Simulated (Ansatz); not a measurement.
# C5H12Si (vinyltrimethylsilane): SVWN5/6-31G(d) (spherical functions)

What is the energy change on altering one bond length of C5H12Si (vinyltrimethylsilane) at SVWN5/6-31G* (spherical functions)? 

The results are computed with Ansatz 0.2.0.

31 further runs of the same task are left out: 31 set aside as unsound or not needed.

## (1) Starting point

The species is C5H12Si (18 atoms), meant as a singlet with charge 0. As SMILES, `C=C[Si](C)(C)C`. The shape is that of a PBE0-D4/def2-TZVP optimisation. This is one conformer, not always the lowest.

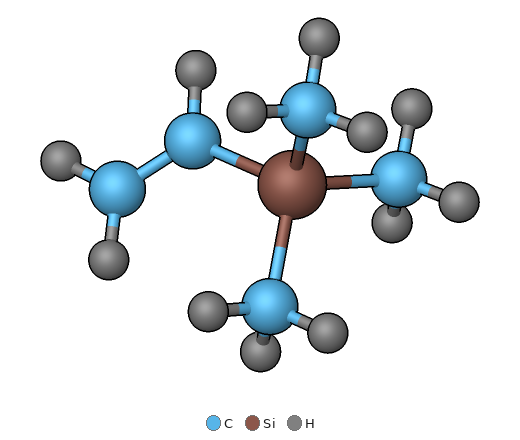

The structure, seen from a chosen angle (carbon blue, silicon brown, hydrogen grey).

## (2) The energy at SVWN5/6-31G(d) (spherical functions)

input.yaml

```yaml
crystal:
  periodic: [false, false, false]
  atoms:
    - symbol: C
      position_ang: [-2.463470, -0.560850, 0.441110]
    - symbol: C
      position_ang: [-1.600000, 0.041460, -0.372240]
    - symbol: Si
      position_ang: [0.250010, 0.097990, -0.111240]
    - symbol: C
      position_ang: [0.693770, -0.817270, 1.461280]
    - symbol: C
      position_ang: [0.791320, 1.889350, 0.012330]
    - symbol: C
      position_ang: [1.095130, -0.702450, -1.581740]
    - symbol: H
      position_ang: [-3.533840, -0.570330, 0.252000]
    - symbol: H
      position_ang: [-2.138230, -1.076560, 1.340760]
    - symbol: H
      position_ang: [-2.008990, 0.536650, -1.254490]
    - symbol: H
      position_ang: [0.218540, -0.365270, 2.335650]
    - symbol: H
      position_ang: [1.775050, -0.792910, 1.621980]
    - symbol: H
      position_ang: [0.389440, -1.865980, 1.413780]
    - symbol: H
      position_ang: [0.321910, 2.383320, 0.866720]
    - symbol: H
      position_ang: [1.875770, 1.963820, 0.132240]
    - symbol: H
      position_ang: [0.516990, 2.446350, -0.887640]
    - symbol: H
      position_ang: [0.807560, -1.752570, -1.676110]
    - symbol: H
      position_ang: [0.825840, -0.197420, -2.513330]
    - symbol: H
      position_ang: [2.183160, -0.657310, -1.481070]
basis:
  gaussian:
    orbitals: 6-31G_st_-spherical.json
hamiltonian:
  xc: {name: SVWN5}
accuracy: high
output: {orbitals: {seedname: orbitals}}
```

The basis set 6-31G* is read from a file made from the Basis Set Exchange's data (not shown).

Started as:

```bash
$ ansatz run input.yaml --threads 1 --pin off --max-ram 3480MiB --events-out events.jsonl --progress --plain --runs-dir runs
```

What it wrote:

```text
Warning: RAYON_NUM_THREADS=1 ignored (pool sized by the plan → 1); use --threads N
Functional definition: SVWN5
  name "SVWN5"
  exchange = slater_x
  correlation = vwn5_c
2859 factors; integrals over basis functions are off by at most 4.2e-9 eV
mean field evaluation 1: about -13153.2655 eV, gradient 9.4e1 eV
mean field evaluation 2: about -13131.6761 eV, gradient 1.2e2 eV
mean field evaluation 4: about -13174.3100 eV, gradient 1.4e1 eV
mean field evaluation 8: about -13174.8190 eV, gradient 3.5e-1 eV
mean field evaluation 16: about -13174.8193 eV, gradient 2.0e-5 eV
mean field -13174.81934231 eV, -484.1656806165 hartree, gradient 4.7e-8 eV, S^2 0.000000; 0 other end points of the search recorded, 0 dependent functions left out
reference -13174.81934549 eV, -484.1656807334 hartree; 28, 28 occupied and 84, 84 virtual orbitals, 2859 factors
Total energy: -13174.81934549 eV, -484.1656807334 hartree
```

Run time: 7.2 s. Hardware: 1 thread of Intel Xeon 6975P-C (Granite Rapids), shared host; peak memory 0.4 GiB.

## (3) The distorted shape, same level

run.yaml

```yaml
crystal:
  periodic: [false, false, false]
  atoms:
    - symbol: C
      position_ang: [-2.098279, 0.697586, 0.498109]
    - symbol: C
      position_ang: [-1.234809, 1.299896, -0.315241]
    - symbol: Si
      position_ang: [0.615201, 1.356426, -0.054241]
    - symbol: C
      position_ang: [1.058961, 0.441166, 1.518279]
    - symbol: C
      position_ang: [1.156511, 3.147786, 0.069329]
    - symbol: C
      position_ang: [1.460321, 0.555986, -1.524741]
    - symbol: H
      position_ang: [-3.168649, 0.688106, 0.308999]
    - symbol: H
      position_ang: [-1.773039, 0.181876, 1.397759]
    - symbol: H
      position_ang: [-1.643799, 1.795086, -1.197491]
    - symbol: H
      position_ang: [0.583731, 0.893166, 2.392649]
    - symbol: H
      position_ang: [2.140241, 0.465526, 1.678979]
    - symbol: H
      position_ang: [0.389440, -1.865980, 1.413780]
    - symbol: H
      position_ang: [0.687101, 3.641756, 0.923719]
    - symbol: H
      position_ang: [2.240961, 3.222256, 0.189239]
    - symbol: H
      position_ang: [0.882181, 3.704786, -0.830641]
    - symbol: H
      position_ang: [1.172751, -0.494134, -1.619111]
    - symbol: H
      position_ang: [1.191031, 1.061016, -2.456331]
    - symbol: H
      position_ang: [2.548351, 0.601126, -1.424071]
basis:
  gaussian: {orbitals: 6-31G_st_-spherical.json}
output: {orbitals: {seedname: orbitals}}
hamiltonian: {xc: {name: SVWN5}}
accuracy: high
```

The basis set 6-31G* is read from a file made from the Basis Set Exchange's data (not shown).

Started as:

```bash
$ ansatz run run.yaml --threads 1 --pin off --max-ram 3480MiB --events-out events.jsonl --progress --plain --runs-dir runs
```

What it wrote:

```text
Warning: RAYON_NUM_THREADS=1 ignored (pool sized by the plan → 1); use --threads N
[... 4 set-up lines as earlier in the session ...]
2874 factors; integrals over basis functions are off by at most 4.4e-9 eV
mean field evaluation 1: about -13141.4487 eV, gradient 1.0e2 eV
mean field evaluation 2: about -13100.9971 eV, gradient 1.4e2 eV
mean field evaluation 4: about -13164.8213 eV, gradient 3.4e1 eV
mean field evaluation 8: about -13170.2536 eV, gradient 7.3e-1 eV
mean field evaluation 16: about -13170.2382 eV, gradient 7.1e-4 eV
mean field -13170.23821414 eV, -483.9973272617 hartree, gradient 4.9e-8 eV, S^2 0.000000; 0 other end points of the search recorded, 0 dependent functions left out
reference -13170.23821746 eV, -483.9973273837 hartree; 28, 28 occupied and 84, 84 virtual orbitals, 2874 factors
Total energy: -13170.23821746 eV, -483.9973273837 hartree
```

It took 7.8 s on 1 thread of Intel Xeon 6975P-C (Granite Rapids), shared host; peak memory 0.4 GiB.

## (4) Results

Level: SVWN5/6-31G* (spherical functions).

```
                                                          quantity          value
                                         first shape: total energy  -484.16568 Eh
                                          first shape: HOMO energy       -6.24 eV
                                          first shape: LUMO energy       -0.81 eV
                                        first shape: HOMO–LUMO gap        5.43 eV
                                     distorted shape: total energy  -483.99733 Eh
                                      distorted shape: HOMO energy       -6.04 eV
                                      distorted shape: LUMO energy       -3.66 eV
                                    distorted shape: HOMO–LUMO gap        2.38 eV
energy change with the C4–H12 bond stretched from 1.093 to 2.405 Å       4.581 eV
```

One bond (distorted shape) is far stretched, which a spin-restricted single reference describes badly; a broken-symmetry solution may lie lower. With the C4–H12 bond stretched from 1.093 to 2.405 Å the energy rises by 4.58 eV (106 kcal/mol). The first shape isn't relaxed at this level, so the change isn't measured from a minimum. A restricted reference can't describe the breaking bond well at this length.
